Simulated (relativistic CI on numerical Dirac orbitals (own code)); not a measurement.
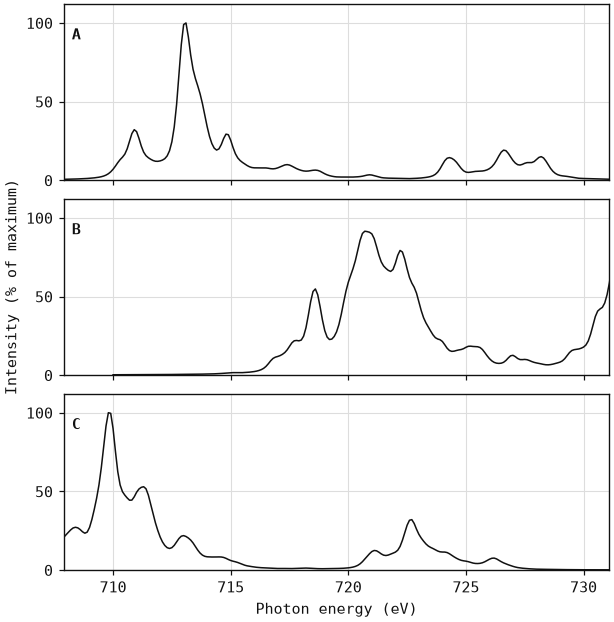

L₂,₃ X-ray absorption of Fe³⁺, [Ar] 3d⁵, in 3 environments. Multiplet model: relativistic Dirac–Coulomb–Breit theory, one configuration a step, Slater integrals scaled by 0.9, 300 K, Voigt broadening (Lorentzian 0.4 eV, Gaussian 0.3 eV full widths), computed with a radial Dirac CI code.

(1) a field of Oh symmetry with 10Dq = 16,000 cm⁻¹
(2) a field of Oh symmetry with 10Dq = 12,400 cm⁻¹
(3) a field of Oh symmetry with 10Dq = 23,250 cm⁻¹

Match the spectra to the environments.

Answer. A is (1), ground-state S = 2.50, maxima at 710.9 eV (32), 713.1 eV (100), 714.8 eV (29), 717.4 eV (10), 724.3 eV (14), 726.6 eV (19) and 728.2 eV (15); B is (3), ground-state S = 1.50, maxima at 718.6 eV (55), 720.7 eV (91), 722.2 eV (79), 725.2 eV (18), 727.0 eV (13), 731.5 eV (100), 733.1 eV (41) and 734.8 eV (64); C is (2), ground-state S = 2.00, maxima at 707.5 eV (21), 708.4 eV (27), 709.8 eV (100), 711.3 eV (53), 713.0 eV (22), 721.1 eV (12), 722.7 eV (32) and 726.2 eV (8) (heights in % of each maximum).

Note: free-ion energies, so absolute edge positions are off by a few eV from solids.
